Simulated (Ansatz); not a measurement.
Ir: pressure series

Consider Ir in the fcc (Cu type) structure (space group Fm-3m, No. 225; a = 3.871 Å).

Cell and atoms are relaxed at each pressure.

All numbers come from PBE (Ansatz, an electronic-structure program), spin-orbit coupling left out.

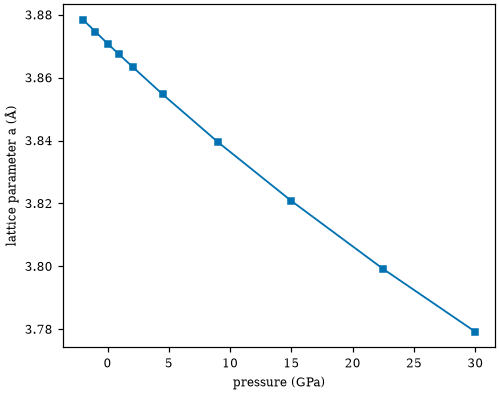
Fig. 1. Lattice parameter a against pressure

Problem. From the plot, what is the lattice parameter a for pressure 30 GPa?

Solution. About 3.779 Å.

Problem. Is the trend monotonic over the range shown?

Solution. Yes, it falls throughout, spanning 7.142 bohr to 7.329 bohr.

Load acts through the strain it causes; cell and atoms are relaxed under it. Stability against distortions was not tested. No other phases were tried under pressure. The final runs are not spin-polarised.
